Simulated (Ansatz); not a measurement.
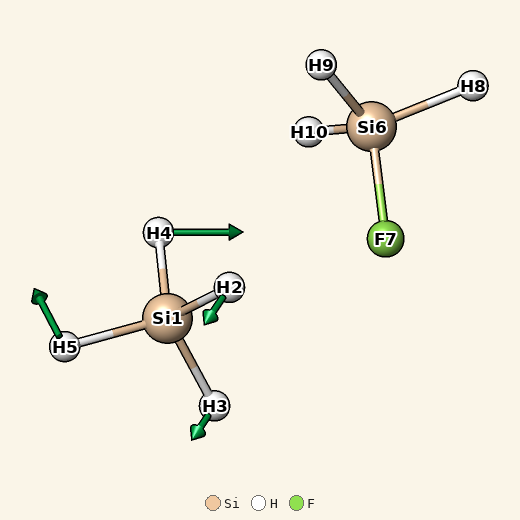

The arrows show one normal mode. Harmonic vibrations computed with RKS PBE0-D4/def2-TZVP (Ansatz 0.2.0) at a stationary point of the same level.

At what wavenumber does it lie?

158 cm⁻¹; it is mode 6 of 24 counted from the lowest.
